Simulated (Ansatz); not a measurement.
**Geometry relaxation of C₂H₁₀BNOSi (part 2 of 2)**

C₂H₁₀BNOSi; RKS PBE0/STO-3G (Ansatz 0.2.0). It belongs to a series of runs on one base structure; here: start relaxed.

Geometry of the input (Å):
```
C  -0.2846  -2.5876  -1.2252
C  0.1119  -1.2604  -0.5583
O  -0.3186  -0.1565  -1.3568
B  0.2419  1.0913  -0.6922
N  -0.7499  1.8006  0.2649
Si 0.0949  1.9326  1.8561
H  -1.4119  -2.5484  -1.3394
H  0.1690  -2.6055  -2.2499
H  -0.0199  -3.4010  -0.5854
H  1.2285  -1.2948  -0.4290
H  -0.3662  -1.2232  0.4744
H  1.2449  1.5422  -0.9470
H  -0.9157  2.8090  -0.0907
H  1.3393  2.6529  1.7105
H  -0.7535  2.6264  2.8195
H  0.3671  0.5997  2.3928
```

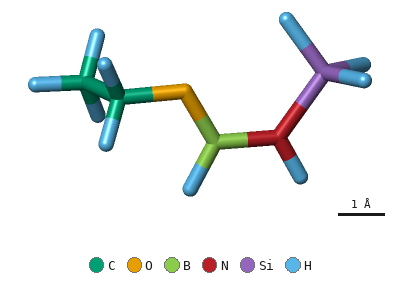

The geometry at step 20 of the log (stick view, seen on its broad side).

```
Total energy: -14147.76344040 eV, -519.9207167362 hartree
Atom 0 at    -0.471163    -2.293365    -1.033398 Å, force    -0.000384     0.000569     0.001216 eV/Å
Atom 1 at     0.796963    -1.524884    -0.581788 Å, force     0.002390     0.001805     0.000493 eV/Å
Atom 2 at     0.450937    -0.327277     0.166260 Å, force     0.003411     0.001347     0.002301 eV/Å
Atom 3 at     0.394772     0.846375    -0.550898 Å, force    -0.012647     0.001432    -0.002396 eV/Å
Atom 4 at    -0.015575     1.994154     0.147623 Å, force     0.004856    -0.000069    -0.003878 eV/Å
Atom 5 at    -0.479002     2.073467     1.843304 Å, force    -0.001291    -0.005101    -0.004867 eV/Å
Atom 6 at    -1.099390    -2.537064    -0.167488 Å, force    -0.000210     0.000273     0.000412 eV/Å
Atom 7 at    -1.058149    -1.685274    -1.733595 Å, force     0.000547     0.000505     0.000402 eV/Å
Atom 8 at    -0.183317    -3.226813    -1.534070 Å, force     0.000748     0.000314     0.000276 eV/Å
Atom 9 at     1.419458    -1.290235    -1.468291 Å, force    -0.000004     0.000477     0.001236 eV/Å
Atom 10 at     1.394529    -2.170965     0.093008 Å, force     0.000090    -0.000442     0.000153 eV/Å
Atom 11 at     0.681732     0.911193    -1.687772 Å, force     0.003907    -0.001004     0.001550 eV/Å
Atom 12 at    -0.013255     2.885825    -0.375501 Å, force    -0.002689     0.000966     0.000042 eV/Å
Atom 13 at     0.680390     2.192205     2.700550 Å, force     0.000421    -0.005065    -0.000389 eV/Å
Atom 14 at    -1.305978     3.243961     2.023452 Å, force     0.003344     0.002336     0.003077 eV/Å
Atom 15 at    -1.215752     0.885997     2.202903 Å, force    -0.002488     0.001660     0.000372 eV/Å
Dipole moment:    -0.041504     0.052004     0.002591 e Å
Checks for a lower state left out: stability, starts, cluster_reference, orbital_swaps, neighbouring_geometries, increment
```

Trajectory as extended XYZ (Å, eV, eV/Å), 7 of the 39 frames kept, from step=1 to step=39:
```
16
Properties=species:S:1:pos:R:3:forces:R:3 step=1 energy=-14144.86387
C    -0.2846   -2.5876   -1.2252   -2.1604   1.7432  -1.8315
C     0.1119   -1.2604   -0.5583    0.7445  -0.8434   1.6218
O    -0.3186   -0.1565   -1.3568    1.6397   3.7746   1.2473
B     0.2419    1.0913   -0.6922   -5.3785  -2.0944  -0.1652
N    -0.7499    1.8006    0.2649    1.1078  -0.2542  -1.1959
Si    0.0949    1.9326    1.8561   -0.4913  -0.0787   0.2852
H    -1.4119   -2.5484   -1.3394    1.3283  -0.4336  -0.0243
H     0.1690   -2.6055   -2.2499   -0.2770  -0.5461   0.9612
H    -0.0199   -3.4010   -0.5854    0.5160  -1.1616   0.3799
H     1.2285   -1.2948   -0.4290   -0.3637   0.1974   0.2043
H    -0.3662   -1.2232    0.4744    0.5637  -0.1132  -0.7310
H     1.2449    1.5422   -0.9470    1.8236   0.4531  -0.7016
H    -0.9157    2.8090   -0.0907    0.6525  -0.9918   0.4815
H     1.3393    2.6529    1.7105    0.1498   0.0412   0.1913
H    -0.7535    2.6264    2.8195    0.1888  -0.0857  -0.3578
H     0.3671    0.5997    2.3928   -0.0437   0.3932  -0.3653
16
Properties=species:S:1:pos:R:3:forces:R:3 step=7 energy=-14146.89221
C    -0.3008   -2.5097   -1.1759   -0.0937   0.0045  -0.1378
C     0.2938   -1.3119   -0.3977   -0.2138   0.4711  -0.0714
O    -0.5615   -0.1346   -0.5832    0.8156   0.0001   0.5201
B     0.0259    1.1109   -0.8034   -0.0394  -0.1494  -0.1866
N    -0.3155    2.1512    0.1009    0.5022  -0.2090   0.9274
Si   -0.1222    1.8799    1.8812   -0.2561   0.0939  -0.9637
H    -1.3915   -2.5423   -1.0258    0.1786  -0.0495  -0.0081
H    -0.0957   -2.4113   -2.2541   -0.0681  -0.0449   0.1955
H     0.1409   -3.4452   -0.8090   -0.0170  -0.0370  -0.0736
H     1.3583   -1.1588   -0.7035   -0.3428   0.0919   0.0368
H     0.2908   -1.5429    0.7017    0.0909   0.0115  -0.4450
H     0.7325    1.3685   -1.7341   -0.3595  -0.2985   0.2571
H     0.0343    3.0911   -0.1748   -0.0028   0.0272  -0.0626
H     1.1679    2.4470    2.2389   -0.1914  -0.0876   0.0618
H    -1.1524    2.5331    2.6613    0.0196  -0.0157  -0.0911
H    -0.1277    0.4523    2.1220   -0.0221   0.1914   0.0412
16
Properties=species:S:1:pos:R:3:forces:R:3 step=14 energy=-14147.69290
C    -0.4929   -2.2798   -1.2167    0.1463   0.0292  -0.1245
C     0.7111   -1.5797   -0.5060   -0.1216  -0.0777  -0.0103
O     0.3218   -0.3699    0.2144    0.3073  -0.2195  -0.1159
B     0.3752    0.8107   -0.4917   -0.8269   0.1038  -0.5189
N    -0.0149    1.9839    0.1868    0.2276   0.1499   0.1291
Si   -0.3746    2.1446    1.9105    0.0000  -0.0934  -0.1858
H    -1.3423   -2.3703   -0.5209    0.1418  -0.0532  -0.1051
H    -0.8244   -1.7060   -2.1046    0.1609  -0.1604   0.3649
H    -0.1817   -3.2924   -1.5463   -0.1716   0.4191   0.1402
H     1.5063   -1.3781   -1.2538   -0.0611   0.0163   0.0351
H     1.1368   -2.2738    0.2536   -0.1138   0.0918  -0.1211
H     0.5720    0.8566   -1.6618    0.2680  -0.0201   0.4335
H     0.0009    2.8666   -0.3628   -0.0053  -0.2388   0.1146
H     0.6455    2.9436    2.5570   -0.0389  -0.0040  -0.0050
H    -1.6536    2.7993    2.1000    0.0858  -0.0117  -0.0507
H    -0.4079    0.8220    2.4865    0.0015   0.0686   0.0199
16
Properties=species:S:1:pos:R:3:forces:R:3 step=20 energy=-14147.75438
C    -0.5068   -2.2364   -1.1416   -0.0029   0.0147   0.0272
C     0.7628   -1.5844   -0.5359    0.0126  -0.0156   0.0022
O     0.4426   -0.3861    0.2243   -0.0058   0.0177  -0.0482
B     0.3867    0.7832   -0.5024    0.0083  -0.0150   0.0215
N     0.0121    1.9537    0.1783   -0.0049   0.0268   0.0137
Si   -0.4254    2.1216    1.8744    0.0140  -0.0138   0.0254
H    -1.2328   -2.4632   -0.3494    0.0173   0.0027  -0.0423
H    -0.9758   -1.5590   -1.8678    0.0110  -0.0160   0.0212
H    -0.2379   -3.1696   -1.6534   -0.0107  -0.0044   0.0034
H     1.4909   -1.3730   -1.3455   -0.0258  -0.0103   0.0114
H     1.2366   -2.2961    0.1703    0.0019   0.0052  -0.0093
H     0.6521    0.8302   -1.6457    0.0037   0.0017   0.0050
H     0.0198    2.8265   -0.3775   -0.0115  -0.0085   0.0028
H     0.6165    2.8216    2.5977   -0.0368  -0.0261  -0.0151
H    -1.6416    2.8988    1.9766    0.0240  -0.0092  -0.0012
H    -0.6225    0.8095    2.4419    0.0058   0.0500  -0.0178
16
Properties=species:S:1:pos:R:3:forces:R:3 step=26 energy=-14147.75345 accepted=F
C    -0.4930   -2.2933   -1.0634    0.0233   0.0037  -0.0224
C     0.7782   -1.5436   -0.5862   -0.0096  -0.0097  -0.0028
O     0.4354   -0.3508    0.1705   -0.0069  -0.0298   0.0434
B     0.4055    0.8317   -0.5306    0.0291   0.0520  -0.0085
N     0.0141    1.9857    0.1702    0.0132   0.0039  -0.0383
Si   -0.4666    2.0973    1.8582   -0.0839  -0.0083   0.2660
H    -1.1397   -2.5345   -0.2107    0.0028   0.0089   0.0127
H    -1.0605   -1.6754   -1.7719    0.0165  -0.0067   0.0194
H    -0.2073   -3.2282   -1.5629   -0.0019   0.0031  -0.0051
H     1.4153   -1.3043   -1.4614   -0.0098  -0.0165   0.0060
H     1.3603   -2.2041    0.0898   -0.0217   0.0205  -0.0225
H     0.7093    0.9057   -1.6628   -0.0092  -0.0108  -0.0030
H     0.0453    2.8752   -0.3570   -0.0075  -0.0107   0.0079
H     0.6682    2.4495    2.7067   -0.2597  -0.0837  -0.1818
H    -1.4703    3.1467    1.9726    0.2057  -0.2115   0.0056
H    -1.0171    0.8197    2.2833    0.1195   0.2955  -0.0766
16
Properties=species:S:1:pos:R:3:forces:R:3 step=33 energy=-14147.76041
C    -0.4833   -2.2895   -1.0405   -0.0009   0.0055   0.0008
C     0.7906   -1.5322   -0.5852   -0.0019  -0.0026   0.0001
O     0.4515   -0.3366    0.1691    0.0034   0.0106   0.0002
B     0.4071    0.8411   -0.5423   -0.0113  -0.0082  -0.0079
N    -0.0015    1.9906    0.1546    0.0130   0.0054   0.0086
Si   -0.4773    2.0796    1.8464   -0.0270  -0.0054   0.1154
H    -1.1130   -2.5338   -0.1755    0.0067   0.0033  -0.0062
H    -1.0666   -1.6732   -1.7369    0.0070  -0.0050   0.0072
H    -0.2025   -3.2221   -1.5467    0.0015  -0.0007   0.0000
H     1.4147   -1.2964   -1.4704   -0.0049  -0.0048   0.0044
H     1.3841   -2.1859    0.0863   -0.0050   0.0031  -0.0045
H     0.7031    0.9080   -1.6769    0.0024   0.0018   0.0034
H     0.0160    2.8825   -0.3683   -0.0054  -0.0037  -0.0005
H     0.6735    2.3013    2.7061   -0.1340  -0.0294  -0.0916
H    -1.3871    3.1988    1.9971    0.0916  -0.1085  -0.0007
H    -1.1321    0.8450    2.2274    0.0648   0.1387  -0.0285
16
Properties=species:S:1:pos:R:3:forces:R:3 step=39 energy=-14147.76342
C    -0.4712   -2.2934   -1.0334   -0.0004   0.0006   0.0012
C     0.7970   -1.5249   -0.5818    0.0024   0.0018   0.0005
O     0.4509   -0.3273    0.1663    0.0034   0.0013   0.0023
B     0.3948    0.8464   -0.5509   -0.0126   0.0014  -0.0024
N    -0.0156    1.9942    0.1476    0.0049  -0.0001  -0.0039
Si   -0.4790    2.0735    1.8433   -0.0013  -0.0051  -0.0049
H    -1.0994   -2.5371   -0.1675   -0.0002   0.0003   0.0004
H    -1.0581   -1.6853   -1.7336    0.0005   0.0005   0.0004
H    -0.1833   -3.2268   -1.5341    0.0007   0.0003   0.0003
H     1.4195   -1.2902   -1.4683    0.0000   0.0005   0.0012
H     1.3945   -2.1710    0.0930    0.0001  -0.0004   0.0002
H     0.6817    0.9112   -1.6878    0.0039  -0.0010   0.0015
H    -0.0133    2.8858   -0.3755   -0.0027   0.0010   0.0000
H     0.6804    2.1922    2.7005    0.0004  -0.0051  -0.0004
H    -1.3060    3.2440    2.0235    0.0033   0.0023   0.0031
H    -1.2158    0.8860    2.2029   -0.0025   0.0017   0.0004
```

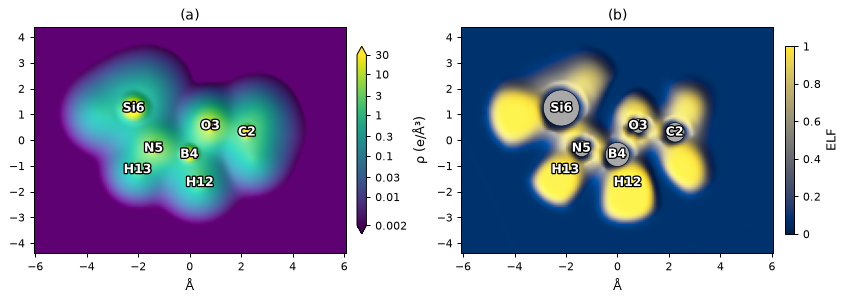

(a) electron density; (b) ELF on the plane of atoms B4, N5 and Si6. Grey discs, where drawn, cover atomic cores. The plane passes through C, O, B, N, Si and H nuclei. B–N (1.40 Å): ρ at the midpoint is about 1.9 e/Å³; the ELF peaks at about 0.90 between the atoms, which marks a shared but strongly polarised pair.

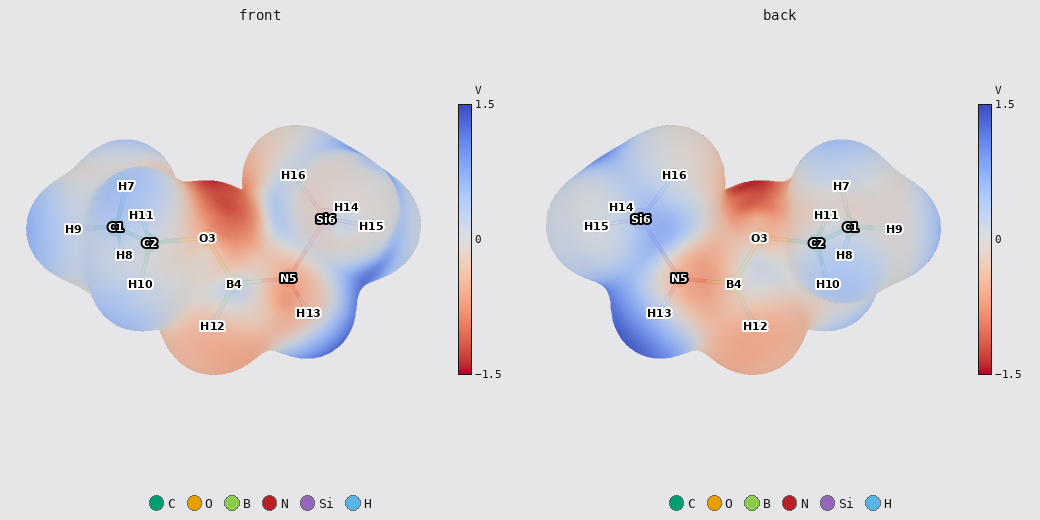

The molecular electrostatic potential painted on the density surface at 0.002 e/bohr³, seen face on and from behind; red is negative and blue positive. A positive charge is drawn to the negative regions and a negative charge to the positive ones.
